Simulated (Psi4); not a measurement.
**H2S2 (SMILES SS): TPSS/cc-pVTZ (sweep point 3)**

Aim: the vertical electron affinity of H2S2 at TPSS/cc-pVTZ (sweep point 3), from 2 runs. 

Program for the calculation: Psi4 1.11.

4 further runs of the same task are left out: 4 set aside as unsound or not needed.

## (1) Starting point

H2S2: 4 atoms, total charge 0, spin state singlet. SMILES: `SS`. The shape is that of a PBE0-D4/def2-TZVP optimisation.

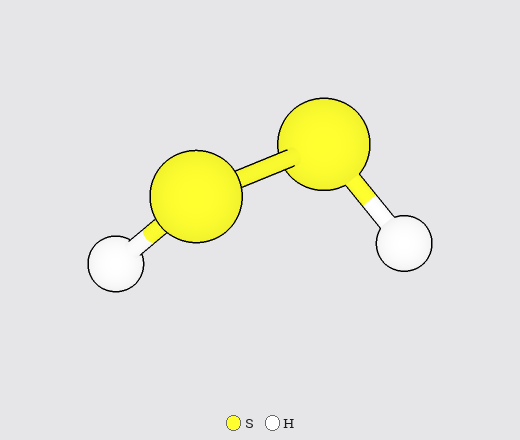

The structure, seen from a chosen angle (sulfur yellow, hydrogen white).

## (2) A single-point energy at TPSS/cc-pVTZ (sweep point 3)

Contents of h2s2.inp:

```
memory 1600 mb

molecule {
  0 1
  S      1.48245235    -1.49139075     0.31499845
  S      0.11379931     2.11944123     0.12729195
  H     -0.42598206    -2.55602466     1.61926852
  H     -1.17028849     1.92799308    -2.06159672
  units au
  symmetry c1
}

set puream true
set scf_type pk
set dft_radial_points 35
set dft_spherical_points 110

E = energy('tpss/cc-pVTZ')
```

Run with:

```
psi4 -i h2s2.inp -o h2s2.out -n 1
```

h2s2.out, cut to the lines that bear on the results:

```text
[...]
  Running in c1 symmetry.
[...]
  Nuclear repulsion =   85.443143548822533
[...]
  Multiplicity = 1
[...]
  Nalpha       = 17
  Nbeta        = 17
[...]
    Number of basis functions: 96
[...]
   @RKS iter   1:  -797.60102541906099   -6.30762e-02   4.21723e-03 ADIIS/DIIS
[...]
   @RKS iter   8:  -797.66819748567389   -8.36292e-09   3.45768e-07 DIIS
[...]
    Orbital Energies [Eh]
    ---------------------
    Doubly Occupied:
       1A    -88.420758     2A    -88.420756     3A     -7.773501
       4A     -7.773454     5A     -5.755610     6A     -5.755372
       7A     -5.750832     8A     -5.750783     9A     -5.743255
      10A     -5.743255    11A     -0.753611    12A     -0.621903
      13A     -0.423630    14A     -0.375227    15A     -0.329276
      16A     -0.236302    17A     -0.235408
[...]
  @RKS Final Energy:  -797.66819748567389
   => Energetics <=
    Nuclear Repulsion Energy =             85.4431435488225333
    One-Electron Energy =               -1271.0089306610723270
    Two-Electron Energy =                 440.0288063186160343
    DFT Exchange-Correlation Energy =     -52.1312166920401339
    Empirical Dispersion Energy =           0.0000000000000000
    VV10 Nonlocal Energy =                  0.0000000000000000
    Total Energy =                       -797.6681974856738861
[...]
 Multipole Moments:
 ------------------------------------------------------------------------------------
     Multipole            Electronic (a.u.)      Nuclear  (a.u.)        Total (a.u.)
 ------------------------------------------------------------------------------------
 L = 1.  Multiply by 2.5417464519 to convert [e a0] to [Debye]
 Dipole X            :          1.1069201           -1.5340099           -0.4270898
 Dipole Y            :          0.4355114           -0.6035486           -0.1680371
 Dipole Z            :          0.3067196           -0.4250601           -0.1183404
 Magnitude           :                                                    0.4739690
[...]
```

Wall time 9.9 s (1 thread of Intel Xeon at 2.70GHz, shared host); peak memory 0.65 GiB.

## (3) The doublet anion at the same level

Contents of calc.dat:

```
memory 1600 mb

molecule mol {
  -1 2
  S      1.48245235    -1.49139075     0.31499845
  S      0.11379931     2.11944123     0.12729195
  H     -0.42598206    -2.55602466     1.61926852
  H     -1.17028849     1.92799308    -2.06159672
  units au
  symmetry c1
}

set basis cc-pVTZ
set reference uks
set puream true
set scf_type pk
set dft_radial_points 35
set dft_spherical_points 110
set maxiter 100

energy_value, wavefunction = energy("tpss", return_wfn=True)
print_variables()
```

Run with:

```
psi4 -i calc.dat -o calc.out -n 1
```

calc.out, cut to the lines that bear on the results:

```text
[...]
  Running in c1 symmetry.
[...]
  Nuclear repulsion =   85.443143548822533
[...]
  Multiplicity = 2
[...]
  Nalpha       = 18
  Nbeta        = 17
[...]
    Number of basis functions: 96
[...]
   @UKS iter   1:  -797.41517860954070    1.22771e-01   6.41251e-03 ADIIS/DIIS
[...]
   @UKS iter   9:  -797.62260862333483   -6.20701e-08   8.57782e-07 DIIS
[...]
   @S^2 Observed:                7.527554825E-01
[...]
    Orbital Energies [Eh]
    ---------------------
    Alpha Occupied:
       1A    -88.150248     2A    -88.150246     3A     -7.506578
       4A     -7.506532     5A     -5.487619     6A     -5.487452
       7A     -5.484200     8A     -5.484082     9A     -5.477643
      10A     -5.477642    11A     -0.505989    12A     -0.380107
      13A     -0.183699    14A     -0.140164    15A     -0.091159
      16A     -0.002154    17A     -0.001074    18A      0.151000
    Alpha Virtual:
      19A      0.188915    20A      0.203931    21A      0.347041
      22A      0.387994    23A      0.409640    24A      0.417599
      25A      0.451931    26A      0.456903    27A      0.470923
[...]
  @UKS Final Energy:  -797.62260862333483
   => Energetics <=
    Nuclear Repulsion Energy =             85.4431435488225333
    One-Electron Energy =               -1279.6831292241186020
    Two-Electron Energy =                 449.0205128724560382
    DFT Exchange-Correlation Energy =     -52.4031358204946969
    Empirical Dispersion Energy =           0.0000000000000000
    VV10 Nonlocal Energy =                  0.0000000000000000
    Total Energy =                       -797.6226086233348269
[...]
 Multipole Moments:
 ------------------------------------------------------------------------------------
     Multipole            Electronic (a.u.)      Nuclear  (a.u.)        Total (a.u.)
 ------------------------------------------------------------------------------------
 L = 1.  Multiply by 2.5417464519 to convert [e a0] to [Debye]
 Dipole X            :          1.2768758           -1.5340099           -0.2571341
 Dipole Y            :          0.5023739           -0.6035486           -0.1011747
 Dipole Z            :          0.3538128           -0.4250601           -0.0712473
 Magnitude           :                                                    0.2853602
[...]
```

It took 11 s on 1 thread of Intel Xeon at 2.70GHz, shared host; peak memory 0.65 GiB.

## (4) Summary of results

Level: TPSS/cc-pVTZ (sweep point 3).

```
                                         quantity          value
                       singlet H2S2: total energy  -797.66820 Eh
                      singlet H2S2: dipole moment         1.20 D
                        singlet H2S2: HOMO energy       -6.41 eV
                        singlet H2S2: LUMO energy       -1.73 eV
                      singlet H2S2: HOMO–LUMO gap        4.68 eV
                      doublet anion: total energy  -797.62261 Eh
doublet anion: HOMO energy (highest over α and β)        4.11 eV
 doublet anion: LUMO energy (lowest over α and β)        5.06 eV
                              doublet anion: ⟨S²⟩          0.753
vertical electron affinity (to the doublet anion)      -1.241 eV
```

What this shows: The anion lies 1.24 eV (29 kcal/mol) above the neutral: the electron isn't bound at this level, and such a value depends on the basis. Without diffuse functions anions come out too high. The HOMO (doublet anion) lies at positive energy, 4.11 eV, as semi-local functionals often give for anions; only total energies tell whether the electron is bound.
